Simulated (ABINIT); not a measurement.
# SrSiS3 (Pm-3m): zone-centre phonons, part 3 of 3

Which modes does SrSiS3 (Pm-3m) have at the zone centre?

ABINIT 10.8.3; DFT LDA, scalar-relativistic, plane waves, PseudoDojo norm-conserving pseudopotentials.

So far. Step 5 (Relaxation): The volume changes by +0.1 % in this run and stands +16.9 % from the first cell. Step 7 (Zone-centre response): The acoustic modes at Γ come out as far as 3.9 cm⁻¹ from zero, where they should vanish, a small numerical error. The lowest optical mode is imaginary, 120i cm⁻¹, an instability at this level and on this k mesh. The relaxed cell has a = 4.577 Å (conventional setting).

The structure was built from a prototype and need not be the compound's stable phase.

**8. Modes with the sum rule**

anaddb reads the merged derivatives and imposes the acoustic sum rule.

anaddb.abi

```
ddb_filepath "gamma_DDB"
output_file "anaddb.abo"
outdata_prefix "anaddb"
asr 1
chneut 1
enunit 2
eivec 1
nph1l 1
qph1l 0.0 0.0 0.0 1.0
```

mrgddb.in

```
gamma_DDB
merged
2
dfpt_gammao_DDB
gso_DDB
```

On the command line:

```bash
mrgddb < mrgddb.in > mrgddb.log
OMP_NUM_THREADS=1 anaddb anaddb.abi > anaddb.log
```

anaddb.abo, the main output file:

```text
-outvars_anaddb: echo values of input variables ----------------------

 Miscellaneous information :
      enunit         2
       eivec         1
         asr         1
 First list of wavevector (reduced coord.) :
       nph1l         1
       qph1l
                     0.00000000E+00  0.00000000E+00  0.00000000E+00    1.000E+00

================================================================================

 read the DDB information and perform some checks

  ==== Info on the Cryst% object ====
 Real(R)+Recip(G) space primitive vectors, cartesian coordinates (Bohr,Bohr^-1):
 R(1)=  8.6496013  0.0000000  0.0000000  G(1)=  0.1156123  0.0000000  0.0000000
 R(2)=  0.0000000  8.6496013  0.0000000  G(2)=  0.0000000  0.1156123  0.0000000
 R(3)=  0.0000000  0.0000000  8.6496013  G(3)=  0.0000000  0.0000000  0.1156123
 Unit cell volume ucvol=  6.4712514E+02 bohr^3
 Angles (23,13,12)=  9.00000000E+01  9.00000000E+01  9.00000000E+01 degrees
 Time-reversal symmetry is present
 Reduced atomic positions [iatom, xred, symbol]:
    1)    0.0000000  0.0000000  0.0000000  Sr
    2)    0.5000000  0.5000000  0.5000000  Si
    3)    0.5000000  0.5000000  0.0000000   S
    4)    0.5000000  0.0000000  0.5000000   S
    5)    0.0000000  0.5000000  0.5000000   S

 DDB file with 3 blocks has been read.

================================================================================

 Treat the first list of vectors

  Phonon wavevector (reduced coordinates) :  0.00000  0.00000  0.00000
 Phonon energies in Hartree :
  -5.467889E-04 -5.467889E-04 -5.467889E-04  0.000000E+00  0.000000E+00
   0.000000E+00  2.045328E-04  2.045328E-04  2.045328E-04  3.923417E-04
   3.923417E-04  3.923417E-04  1.352644E-03  1.352644E-03  1.352644E-03
 Phonon energies in meV     :
- -1.487888E+01 -1.487888E+01 -1.487888E+01  0.000000E+00  0.000000E+00
-  0.000000E+00  5.565620E+00  5.565620E+00  5.565620E+00  1.067616E+01
-  1.067616E+01  1.067616E+01  3.680731E+01  3.680731E+01  3.680731E+01
 Phonon frequencies in cm-1    :
- -1.200063E+02 -1.200063E+02 -1.200063E+02  0.000000E+00  0.000000E+00
-  0.000000E+00  4.488976E+01  4.488976E+01  4.488976E+01  8.610906E+01
-  8.610906E+01  8.610906E+01  2.968710E+02  2.968710E+02  2.968710E+02
 Phonon frequencies in Thz     :
- -3.597698E+00 -3.597698E+00 -3.597698E+00  0.000000E+00  0.000000E+00
-  0.000000E+00  1.345761E+00  1.345761E+00  1.345761E+00  2.581485E+00
-  2.581485E+00  2.581485E+00  8.899969E+00  8.899969E+00  8.899969E+00
 Phonon energies in Kelvin  :
- -1.726623E+02 -1.726623E+02 -1.726623E+02  0.000000E+00  0.000000E+00
-  0.000000E+00  6.458634E+01  6.458634E+01  6.458634E+01  1.238917E+02
-  1.238917E+02  1.238917E+02  4.271312E+02  4.271312E+02  4.271312E+02

 Eigendisplacements
 (will be given, for each mode : in cartesian coordinates
   for each atom the real part of the displacement vector,
   then the imaginary part of the displacement vector - absolute values smaller than 1.0d-7 are set to zero)
  Mode number    1   Energy   -5.467889E-04
 Attention : low frequency mode.
   (Could be unstable or acoustic mode)
-  1  0.00000000E+00  0.00000000E+00 -4.33855444E-05
-     0.00000000E+00  0.00000000E+00  0.00000000E+00
-  2  0.00000000E+00  0.00000000E+00 -3.47682505E-03
-     0.00000000E+00  0.00000000E+00  0.00000000E+00
-  3  0.00000000E+00  0.00000000E+00 -4.00950205E-04
-     0.00000000E+00  0.00000000E+00  0.00000000E+00
-  4  0.00000000E+00  0.00000000E+00  1.78244189E-03
-     0.00000000E+00  0.00000000E+00  0.00000000E+00
-  5  0.00000000E+00  0.00000000E+00  1.78244189E-03
-     0.00000000E+00  0.00000000E+00  0.00000000E+00
  Mode number    2   Energy   -5.467889E-04
 Attention : low frequency mode.
   (Could be unstable or acoustic mode)
-  1  0.00000000E+00 -4.33855444E-05  0.00000000E+00
-     0.00000000E+00  0.00000000E+00  0.00000000E+00
-  2  0.00000000E+00 -3.47682505E-03  0.00000000E+00
-     0.00000000E+00  0.00000000E+00  0.00000000E+00
-  3  0.00000000E+00  1.78244189E-03  0.00000000E+00
-     0.00000000E+00  0.00000000E+00  0.00000000E+00
-  4  0.00000000E+00 -4.00950205E-04  0.00000000E+00
-     0.00000000E+00  0.00000000E+00  0.00000000E+00
-  5  0.00000000E+00  1.78244189E-03  0.00000000E+00
-     0.00000000E+00  0.00000000E+00  0.00000000E+00
  Mode number    3   Energy   -5.467889E-04
 Attention : low frequency mode.
   (Could be unstable or acoustic mode)
-  1  4.33855444E-05  0.00000000E+00  0.00000000E+00
-     0.00000000E+00  0.00000000E+00  0.00000000E+00
-  2  3.47682505E-03  0.00000000E+00  0.00000000E+00
-     0.00000000E+00  0.00000000E+00  0.00000000E+00
-  3 -1.78244189E-03  0.00000000E+00  0.00000000E+00
-     0.00000000E+00  0.00000000E+00  0.00000000E+00
-  4 -1.78244189E-03  0.00000000E+00  0.00000000E+00
-     0.00000000E+00  0.00000000E+00  0.00000000E+00
-  5  4.00950205E-04  0.00000000E+00  0.00000000E+00
-     0.00000000E+00  0.00000000E+00  0.00000000E+00
  Mode number    4   Energy    0.000000E+00
 Attention : low frequency mode.
   (Could be unstable or acoustic mode)
-  1  0.00000000E+00  0.00000000E+00  1.60901369E-03
-     0.00000000E+00  0.00000000E+00  0.00000000E+00
-  2  0.00000000E+00  0.00000000E+00  1.60900566E-03
-     0.00000000E+00  0.00000000E+00  0.00000000E+00
-  3  0.00000000E+00  0.00000000E+00  1.60896585E-03
-     0.00000000E+00  0.00000000E+00  0.00000000E+00
-  4  0.00000000E+00  0.00000000E+00  1.60893272E-03
-     0.00000000E+00  0.00000000E+00  0.00000000E+00
-  5  0.00000000E+00  0.00000000E+00  1.60893272E-03
-     0.00000000E+00  0.00000000E+00  0.00000000E+00
  Mode number    5   Energy    0.000000E+00
 Attention : low frequency mode.
   (Could be unstable or acoustic mode)
-  1  0.00000000E+00  1.60901369E-03  0.00000000E+00
-     0.00000000E+00  0.00000000E+00  0.00000000E+00
-  2  0.00000000E+00  1.60900566E-03  0.00000000E+00
-     0.00000000E+00  0.00000000E+00  0.00000000E+00
-  3  0.00000000E+00  1.60893272E-03  0.00000000E+00
-     0.00000000E+00  0.00000000E+00  0.00000000E+00
-  4  0.00000000E+00  1.60896585E-03  0.00000000E+00
-     0.00000000E+00  0.00000000E+00  0.00000000E+00
-  5  0.00000000E+00  1.60893272E-03  0.00000000E+00
-     0.00000000E+00  0.00000000E+00  0.00000000E+00
  Mode number    6   Energy    0.000000E+00
 Attention : low frequency mode.
   (Could be unstable or acoustic mode)
-  1  1.60901369E-03  0.00000000E+00  0.00000000E+00
-     0.00000000E+00  0.00000000E+00  0.00000000E+00
-  2  1.60900566E-03  0.00000000E+00  0.00000000E+00
-     0.00000000E+00  0.00000000E+00  0.00000000E+00
-  3  1.60893272E-03  0.00000000E+00  0.00000000E+00
-     0.00000000E+00  0.00000000E+00  0.00000000E+00
-  4  1.60893272E-03  0.00000000E+00  0.00000000E+00
-     0.00000000E+00  0.00000000E+00  0.00000000E+00
-  5  1.60896585E-03  0.00000000E+00  0.00000000E+00
-     0.00000000E+00  0.00000000E+00  0.00000000E+00
  Mode number    7   Energy    2.045328E-04
-  1  0.00000000E+00  0.00000000E+00  0.00000000E+00
-     0.00000000E+00  0.00000000E+00  0.00000000E+00
-  2  0.00000000E+00  0.00000000E+00  0.00000000E+00
-     0.00000000E+00  0.00000000E+00  0.00000000E+00
-  3  0.00000000E+00  0.00000000E+00  0.00000000E+00
-     0.00000000E+00  0.00000000E+00  0.00000000E+00
-  4  0.00000000E+00  0.00000000E+00 -2.92470830E-03
-     0.00000000E+00  0.00000000E+00  0.00000000E+00
-  5  0.00000000E+00  0.00000000E+00  2.92470830E-03
-     0.00000000E+00  0.00000000E+00  0.00000000E+00
  Mode number    8   Energy    2.045328E-04
-  1  0.00000000E+00  0.00000000E+00  0.00000000E+00
-     0.00000000E+00  0.00000000E+00  0.00000000E+00
-  2  0.00000000E+00  0.00000000E+00  0.00000000E+00
-     0.00000000E+00  0.00000000E+00  0.00000000E+00
-  3  0.00000000E+00  2.92470830E-03  0.00000000E+00
-     0.00000000E+00  0.00000000E+00  0.00000000E+00
-  4  0.00000000E+00  0.00000000E+00  0.00000000E+00
-     0.00000000E+00  0.00000000E+00  0.00000000E+00
-  5  0.00000000E+00 -2.92470830E-03  0.00000000E+00
-     0.00000000E+00  0.00000000E+00  0.00000000E+00
  Mode number    9   Energy    2.045328E-04
-  1  0.00000000E+00  0.00000000E+00  0.00000000E+00
-     0.00000000E+00  0.00000000E+00  0.00000000E+00
-  2  0.00000000E+00  0.00000000E+00  0.00000000E+00
-     0.00000000E+00  0.00000000E+00  0.00000000E+00
-  3  2.92470830E-03  0.00000000E+00  0.00000000E+00
-     0.00000000E+00  0.00000000E+00  0.00000000E+00
-  4 -2.92470830E-03  0.00000000E+00  0.00000000E+00
-     0.00000000E+00  0.00000000E+00  0.00000000E+00
-  5  0.00000000E+00  0.00000000E+00  0.00000000E+00
-     0.00000000E+00  0.00000000E+00  0.00000000E+00
  Mode number   10   Energy    3.923417E-04
-  1  0.00000000E+00  0.00000000E+00  1.91554304E-03
-     0.00000000E+00  0.00000000E+00  0.00000000E+00
-  2  0.00000000E+00  0.00000000E+00 -1.40544186E-03
-     0.00000000E+00  0.00000000E+00  0.00000000E+00
-  3  0.00000000E+00  0.00000000E+00 -1.41203413E-03
-     0.00000000E+00  0.00000000E+00  0.00000000E+00
-  4  0.00000000E+00  0.00000000E+00 -1.29568363E-03
-     0.00000000E+00  0.00000000E+00  0.00000000E+00
-  5  0.00000000E+00  0.00000000E+00 -1.29568363E-03
-     0.00000000E+00  0.00000000E+00  0.00000000E+00
  Mode number   11   Energy    3.923417E-04
-  1  0.00000000E+00 -1.91554304E-03  0.00000000E+00
-     0.00000000E+00  0.00000000E+00  0.00000000E+00
-  2  0.00000000E+00  1.40544186E-03  0.00000000E+00
-     0.00000000E+00  0.00000000E+00  0.00000000E+00
-  3  0.00000000E+00  1.29568363E-03  0.00000000E+00
-     0.00000000E+00  0.00000000E+00  0.00000000E+00
-  4  0.00000000E+00  1.41203413E-03  0.00000000E+00
-     0.00000000E+00  0.00000000E+00  0.00000000E+00
-  5  0.00000000E+00  1.29568363E-03  0.00000000E+00
-     0.00000000E+00  0.00000000E+00  0.00000000E+00
  Mode number   12   Energy    3.923417E-04
-  1  1.91554304E-03  0.00000000E+00  0.00000000E+00
-     0.00000000E+00  0.00000000E+00  0.00000000E+00
-  2 -1.40544186E-03  0.00000000E+00  0.00000000E+00
-     0.00000000E+00  0.00000000E+00  0.00000000E+00
-  3 -1.29568363E-03  0.00000000E+00  0.00000000E+00
-     0.00000000E+00  0.00000000E+00  0.00000000E+00
-  4 -1.29568363E-03  0.00000000E+00  0.00000000E+00
-     0.00000000E+00  0.00000000E+00  0.00000000E+00
-  5 -1.41203413E-03  0.00000000E+00  0.00000000E+00
-     0.00000000E+00  0.00000000E+00  0.00000000E+00
  Mode number   13   Energy    1.352644E-03
-  1  0.00000000E+00  0.00000000E+00  2.80318073E-05
-     0.00000000E+00  0.00000000E+00  0.00000000E+00
-  2  0.00000000E+00  0.00000000E+00 -1.69706137E-03
-     0.00000000E+00  0.00000000E+00  0.00000000E+00
-  3  0.00000000E+00  0.00000000E+00  3.51631407E-03
-     0.00000000E+00  0.00000000E+00  0.00000000E+00
-  4  0.00000000E+00  0.00000000E+00 -1.05326111E-03
-     0.00000000E+00  0.00000000E+00  0.00000000E+00
-  5  0.00000000E+00  0.00000000E+00 -1.05326111E-03
-     0.00000000E+00  0.00000000E+00  0.00000000E+00
  Mode number   14   Energy    1.352644E-03
-  1  0.00000000E+00 -2.80318073E-05  0.00000000E+00
-     0.00000000E+00  0.00000000E+00  0.00000000E+00
-  2  0.00000000E+00  1.69706137E-03  0.00000000E+00
-     0.00000000E+00  0.00000000E+00  0.00000000E+00
-  3  0.00000000E+00  1.05326111E-03  0.00000000E+00
-     0.00000000E+00  0.00000000E+00  0.00000000E+00
-  4  0.00000000E+00 -3.51631407E-03  0.00000000E+00
-     0.00000000E+00  0.00000000E+00  0.00000000E+00
-  5  0.00000000E+00  1.05326111E-03  0.00000000E+00
-     0.00000000E+00  0.00000000E+00  0.00000000E+00
  Mode number   15   Energy    1.352644E-03
-  1  2.80318073E-05  0.00000000E+00  0.00000000E+00
-     0.00000000E+00  0.00000000E+00  0.00000000E+00
-  2 -1.69706137E-03  0.00000000E+00  0.00000000E+00
-     0.00000000E+00  0.00000000E+00  0.00000000E+00
-  3 -1.05326111E-03  0.00000000E+00  0.00000000E+00
-     0.00000000E+00  0.00000000E+00  0.00000000E+00
-  4 -1.05326111E-03  0.00000000E+00  0.00000000E+00
-     0.00000000E+00  0.00000000E+00  0.00000000E+00
-  5  3.51631407E-03  0.00000000E+00  0.00000000E+00
-     0.00000000E+00  0.00000000E+00  0.00000000E+00

 Analysis of degeneracies and characters (maximum tolerance=1.00E-06 a.u.)
 For each vibration mode, or group of modes if degenerate,
 the characters are given for each symmetry operation (see the list in the log file).
 Symmetry characters of vibration mode #   1
       degenerate with vibration modes #   2 to    3
  3.0 -3.0 -1.0  1.0 -1.0  1.0 -1.0  1.0  1.0 -1.0 -1.0  1.0  1.0 -1.0 -1.0  1.0
  0.0 -0.0  0.0 -0.0 -0.0  0.0 -0.0  0.0  1.0 -1.0 -1.0  1.0 -1.0  1.0  1.0 -1.0
  0.0 -0.0 -0.0  0.0 -0.0  0.0  0.0 -0.0  1.0 -1.0  1.0 -1.0 -1.0  1.0 -1.0  1.0
 Symmetry characters of vibration mode #   4
       degenerate with vibration modes #   5 to    6
  3.0 -3.0 -1.0  1.0 -1.0  1.0 -1.0  1.0  1.0 -1.0 -1.0  1.0  1.0 -1.0 -1.0  1.0
 -0.0  0.0 -0.0  0.0  0.0 -0.0  0.0 -0.0  1.0 -1.0 -1.0  1.0 -1.0  1.0  1.0 -1.0
 -0.0  0.0  0.0 -0.0  0.0 -0.0 -0.0  0.0  1.0 -1.0  1.0 -1.0 -1.0  1.0 -1.0  1.0
 Symmetry characters of vibration mode #   7
       degenerate with vibration modes #   8 to    9
  3.0 -3.0 -1.0  1.0 -1.0  1.0 -1.0  1.0 -1.0  1.0  1.0 -1.0 -1.0  1.0  1.0 -1.0
 -0.0  0.0 -0.0  0.0  0.0 -0.0  0.0 -0.0 -1.0  1.0  1.0 -1.0  1.0 -1.0 -1.0  1.0
 -0.0  0.0  0.0 -0.0  0.0 -0.0 -0.0  0.0 -1.0  1.0 -1.0  1.0  1.0 -1.0  1.0 -1.0
 Symmetry characters of vibration mode #  10
       degenerate with vibration modes #  11 to   12
  3.0 -3.0 -1.0  1.0 -1.0  1.0 -1.0  1.0  1.0 -1.0 -1.0  1.0  1.0 -1.0 -1.0  1.0
  0.0 -0.0  0.0 -0.0 -0.0  0.0 -0.0  0.0  1.0 -1.0 -1.0  1.0 -1.0  1.0  1.0 -1.0
  0.0 -0.0 -0.0  0.0 -0.0  0.0  0.0 -0.0  1.0 -1.0  1.0 -1.0 -1.0  1.0 -1.0  1.0
 Symmetry characters of vibration mode #  13
       degenerate with vibration modes #  14 to   15
  3.0 -3.0 -1.0  1.0 -1.0  1.0 -1.0  1.0  1.0 -1.0 -1.0  1.0  1.0 -1.0 -1.0  1.0
  0.0 -0.0 -0.0  0.0 -0.0  0.0  0.0 -0.0  1.0 -1.0 -1.0  1.0 -1.0  1.0  1.0 -1.0
  0.0 -0.0 -0.0  0.0  0.0 -0.0 -0.0  0.0  1.0 -1.0  1.0 -1.0 -1.0  1.0 -1.0  1.0
-
```

Run time: 0.52 s. Hardware: 1 thread of Arm Neoverse V1, shared host.

Read from the output:

```
highest optical zone-centre mode (no LO-TO term) : 296.9 cm⁻¹
lowest optical zone-centre mode                  : -120.0 cm⁻¹
```

No LO-TO term; unit eigenvectors of the mass-weighted matrix, from anaddb's displacements. The modes at Γ (shares of kinetic energy by element, %) (negative means imaginary):

| mode | frequency (cm⁻¹) | symmetry | Sr % | Si % | S % |
| --- | --- | --- | --- | --- | --- |
| 1 | -120.0 | T1u | 0 | 62 | 38 |
| 2 | -120.0 | T1u | 0 | 62 | 38 |
| 3 | -120.0 | T1u | 0 | 62 | 38 |
| 4 | 0.0 | acoustic | 41 | 13 | 45 |
| 5 | 0.0 | acoustic | 41 | 13 | 45 |
| 6 | 0.0 | acoustic | 41 | 13 | 45 |
| 7 | 44.9 | T2u | 0 | 0 | 100 |
| 8 | 44.9 | T2u | 0 | 0 | 100 |
| 9 | 44.9 | T2u | 0 | 0 | 100 |
| 10 | 86.1 | T1u | 59 | 10 | 31 |
| 11 | 86.1 | T1u | 59 | 10 | 31 |
| 12 | 86.1 | T1u | 59 | 10 | 31 |
| 13 | 296.9 | T1u | 0 | 15 | 85 |
| 14 | 296.9 | T1u | 0 | 15 | 85 |
| 15 | 296.9 | T1u | 0 | 15 | 85 |

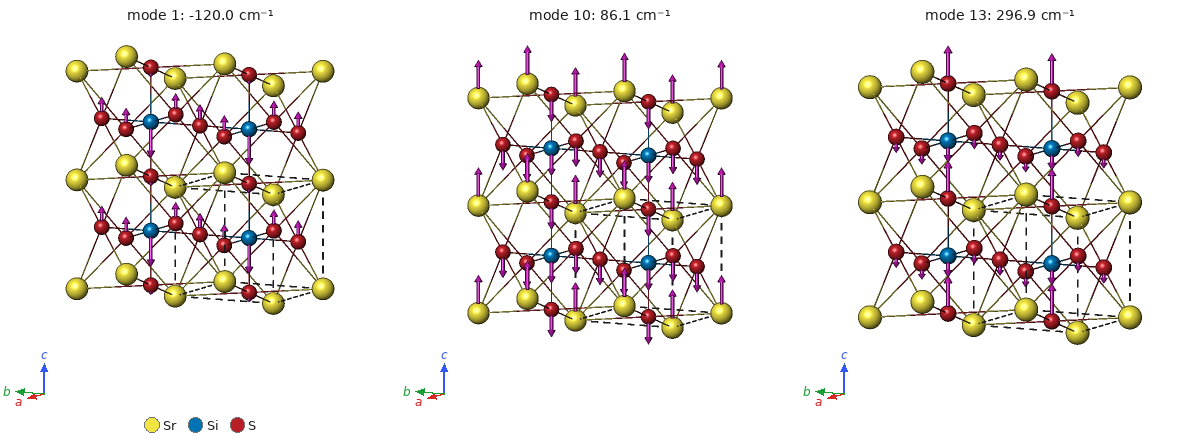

Displacement patterns of modes 1, 10 and 13 at Γ; arrows are exaggerated. 1×2×2 cells are drawn. Some periodic images of atoms are drawn too.

The rule also moves an optical mode by 0.8 cm⁻¹.

**9. Summary of results**

```yaml
space_group_after_relaxation: Pm-3m
volume_per_atom: 19.2 Å³
highest_optical_zone_centre_mode_no_lo_to_term: 296.9 cm⁻¹
lowest_optical_zone_centre_mode: -120.0 cm⁻¹
imaginary_optical_modes_at_the_zone_centre_no_q_mesh_in_this_session: yes
```

In words: At the LDA level the optical modes of SrSiS3 (Pm-3m) at the zone centre run from 120i to 297 cm⁻¹, so the structure is a saddle point, with 3 modes beyond 10i cm⁻¹ there. These are harmonic frequencies at zero temperature: anharmonic shifts and linewidths and thermal expansion are left out. In a metal the frequencies hang on the k mesh and the smearing, most of all near Kohn anomalies. The structure is a hypothetical one, built on a prototype.

[Host names and launcher messages were left out of these logs when they were recorded.]

[Logs are printed without paths, hosts, clocks, repeated set-up lines and the standing remarks that a program may print on its own settings, such as how far it seeks lower states.]

[Hosts, paths, dates, database ids (printed as entryN), source tags and the programs' standing remarks are cut or masked in the printed files.]
